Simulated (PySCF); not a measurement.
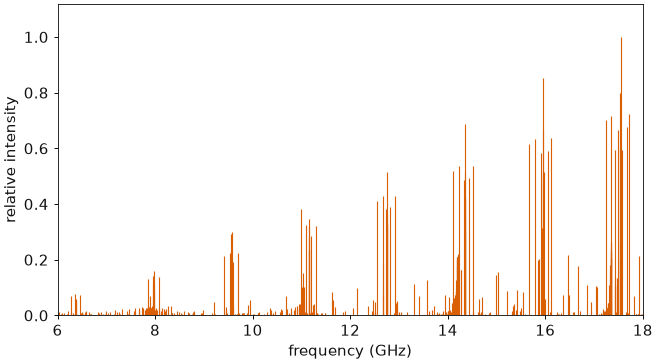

Simulated rotational absorption lines between 6 and 18 GHz at 5 K: rigid rotor with the equilibrium constants and dipole of one optimised conformer (PBE0-D3(BJ)/def2-SVP, PySCF 2.14.0), commonest isotopes; no centrifugal distortion, hyperfine structure, internal rotation or nuclear-spin weights; lines within 1 MHz of each other are summed.

Which molecule gives this spectrum?
A. C₆H₁₂P₂Si, SMILES C=CP(C#CPC)C[SiH3]
B. C₆H₁₂FP, SMILES C[C@@H]1CPCC[C@H]1F
C. C₂H₂BrN₃, SMILES Brc1cn[nH]n1
D. C₇H₉ClO, SMILES C=C[C@@H]1C[C@@]1(C)C(=O)Cl

Answer. Option D. Rotational constants A, B, C = 2.375, 0.8197, 0.7741 GHz, |μa|, |μb|, |μc| = 2.35, 1.48, 1.28 D.

Caveats: coarse grid, loose stop and no frequency check, small forces are noise and the end may be a saddle.
